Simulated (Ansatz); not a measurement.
**[GeH3]− (SMILES [H][Ge-]([H])[H]): the energy, rung by rung**

[GeH3]−: 4 atoms, total charge -1, spin state singlet. SMILES: `[H][Ge-]([H])[H]`. The shape comes from GFN2-xTB, which is rough for such elements, and wasn't checked as a minimum.

```xyz
4

Ge   -0.0075    0.0058    0.7680
H     1.4220   -0.0315   -0.2444
H    -0.6775    1.2495   -0.2717
H    -0.7370   -1.2238   -0.2519
```

Each level gives the energy change with the Ge1–H4 bond stretched from 1.756 to 2.634 Å (eV). The values are calculated.

```
                      level                    kind  program  value (eV)  less FCI/STO-3G
  SVWN5/STO-3G (restricted)                     LDA   Ansatz        3.18            +0.21
    PBE/STO-3G (restricted)                     GGA   Ansatz        2.99            +0.02
 revPBE/STO-3G (restricted)                     GGA   Ansatz        2.93            -0.04
 r2SCAN/STO-3G (restricted)                meta-GGA   Ansatz        3.16            +0.19
  HSE06/STO-3G (restricted)  range-separated hybrid   Ansatz        3.29            +0.32
RPA@PBE/STO-3G (restricted)                     RPA   Ansatz        2.49            -0.48
    MP2/STO-3G (restricted)     perturbation theory   Ansatz        3.41            +0.44
CCSD(T)/STO-3G (restricted)   coupled cluster or CI   Ansatz        2.96            -0.01
  CCSDT/STO-3G (restricted)   coupled cluster or CI   Ansatz        2.96            -0.01
                 FCI/STO-3G      exact in the basis   Ansatz        2.97             0.00
```

FCI/STO-3G is exact within its basis and frozen core, so for wave-function methods in that basis the difference is their error; functionals converge differently with the basis, so for them it is only a difference. All-electron rows without a relativistic Hamiltonian named are non-relativistic. Sets without diffuse functions describe the anion poorly. The first shape isn't each level's own minimum. The values span 2.49 to 3.41 eV. All rows use very small basis sets, so even the best lies far from the true value. In the correlated wave-function rows the outer d shell of Ge is correlated, in sets not made for it.

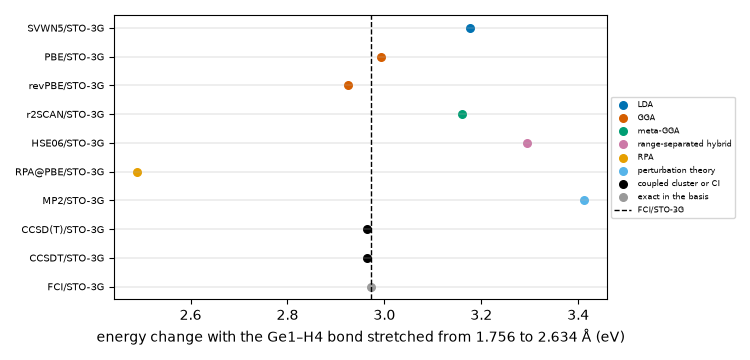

The values of the table, level by level.
